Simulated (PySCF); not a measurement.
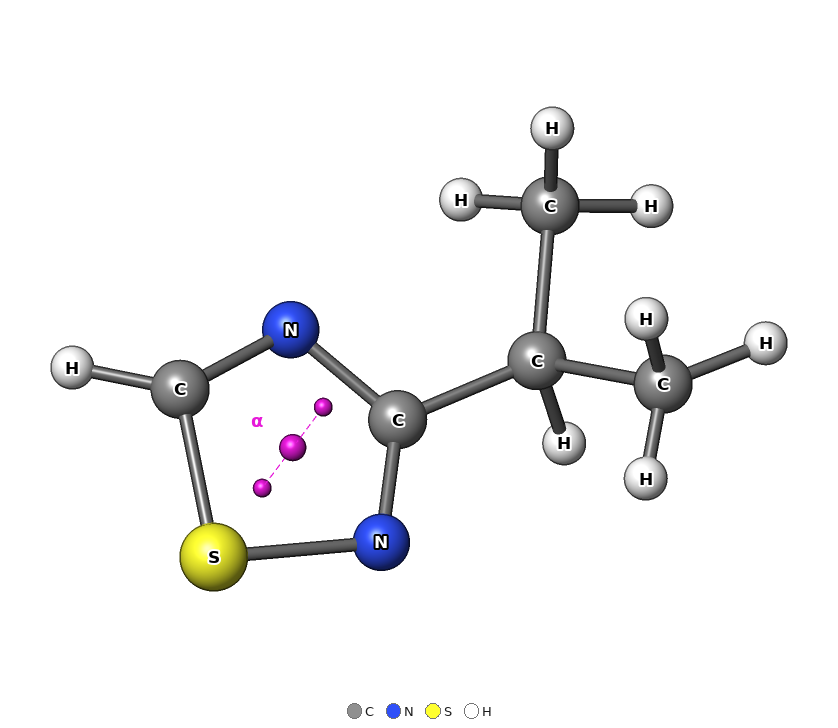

The small points mark where nucleus-independent chemical shifts (NICS) were computed: at the centre of each lettered ring and 1 Å above and below it. Geometry: a frame of a GFN2-xTB molecular-dynamics simulation, not a minimum. Level of theory: GIAO PBE0/pcSseg-1 NMR shielding, non-relativistic, gas phase (PySCF 2.14.0).

Give NICS(0), NICS(1) and the out-of-plane component NICS(1)zz for each ring (means of the two sides).

```
ring  members  NICS(0)  NICS(1)  NICS(1)zz
   α    C2N2S    −12.7    −12.7      −30.6
```

Values in ppm.

What do the values say about the ring currents?

Ring α: diatropic, as in an aromatic ring. NICS is one index among several.
